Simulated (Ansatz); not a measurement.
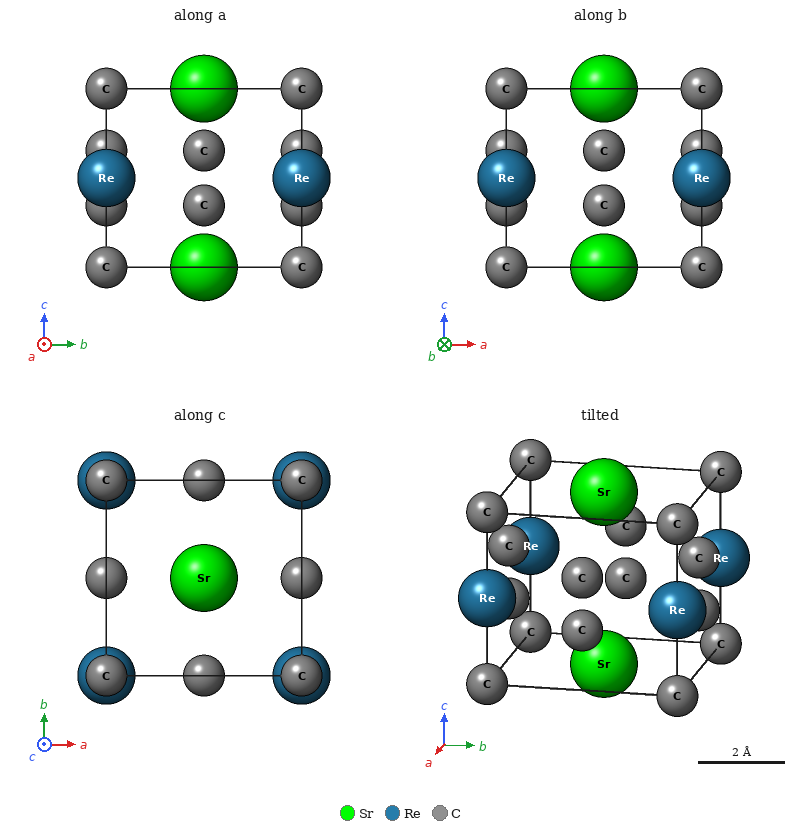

View along the a axis, along the b axis, along the c axis and slightly off an axis, drawn as a spheres-only model. The parallelepiped is the conventional unit cell.

Lattice parameters: a = 4.5740 Å, b = 4.5740 Å, c = 4.1886 Å, α = 90.000°, β = 90.000°, γ = 90.000°.

Write the structure as a CIF in P1 with every atom of the cell, with free fractional coordinates to two decimals.

```cif
data_structure
_symmetry_space_group_name_H-M 'P 1'
_symmetry_Int_Tables_number 1
_cell_length_a 4.5740
_cell_length_b 4.5740
_cell_length_c 4.1886
_cell_angle_alpha 90.000
_cell_angle_beta 90.000
_cell_angle_gamma 90.000
_cell_volume 87.63
loop_
_atom_site_label
_atom_site_type_symbol
_atom_site_fract_x
_atom_site_fract_y
_atom_site_fract_z
_atom_site_occupancy
Sr1 Sr 0.50 0.50 0.00 1
Re1 Re 0.00 0.00 0.50 1
C1 C 0.00 0.50 0.35 1
C2 C 0.00 0.50 0.65 1
C3 C 0.50 0.00 0.35 1
C4 C 0.50 0.00 0.65 1
C5 C 0.00 0.00 0.00 1
```

The structure was taken from a structure type filled with these elements by a generator (whether the compound takes this form wasn't checked). Earlier steps of the study may have refined or changed the cell and positions. It was the input of a calculation with Ansatz.
